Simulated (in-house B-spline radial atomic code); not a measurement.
```
Z = 7
electrons = 1.0
configuration = 1s1
hamiltonian = x2c
method = b88,lyp
lmax = 9
rms_radius = 2.5582
spin_polarised = True
box_radius = 9.29
intervals = 69
ion_configuration = bare nucleus
```

Command:
```bash
python run_gw.py task.json out
```

All-electron spherical atom, scalar X2C, BLYP start, no spin-orbit coupling, Breit or QED terms; computed with a B-spline radial code. The quasi-particle equation is solved at full frequency; levels of low quasi-particle weight Z are left out.

Parts of the G₀W₀ correction to each level for N⁶⁺:

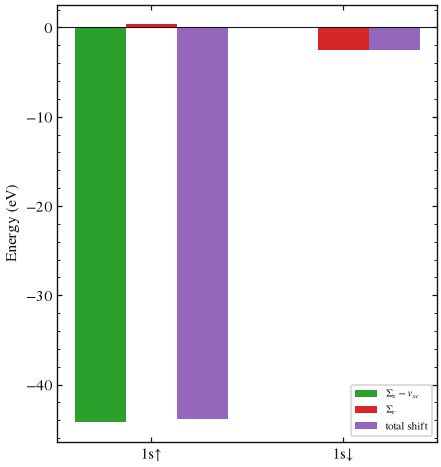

G₀W₀ moves the highest occupied level, 1s↑, from −622.9 to −666.8 eV (renormalisation factor Z = 1.00); the tabulated theoretical removal energy is 667.0 eV, so the error is −0.3 eV. The empty level 1s↓ goes from −549.6 to −552.2 eV.

```
Level  Mean field (eV)  Σx − vxc (eV)  Σc (eV)     Z  G₀W₀ (eV)
  1s↑           −622.9          −44.2      0.3  1.00     −666.8
  1s↓           −549.6            0.0     −2.6  1.00     −552.2
```

Limits of the model: one electron: RPA and GW hold self-correlation, the exact correlation energy is zero.
